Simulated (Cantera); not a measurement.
A closed system holds: 1 mol NH₃, 0.6 mol SO₂, 0.2 mol O₂, 0.0001 mol H₂O, held at 100000 Pa.

Equilibrium computed with Cantera from the NASA thermochemical tables; the gas is ideal and each condensed phase is pure. Candidate condensed phases: H₂O, H₂SO₄, S; 35 gas species. Kinetics and transport are ignored.

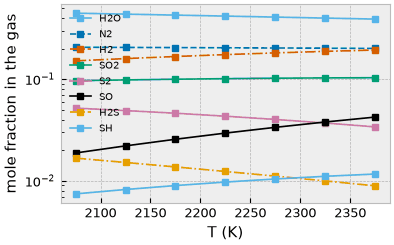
Fig. 1. Equilibrium gas composition (values under 1e-9 drawn at 1e-9)

Task: Read off the mole fractions at 2275 K.

Result: H₂O about 0.41, N₂ about 0.20, H₂ about 0.18, SO₂ about 0.10, S₂ about 0.040, SO about 0.034, H₂S about 0.011, SH about 0.010.
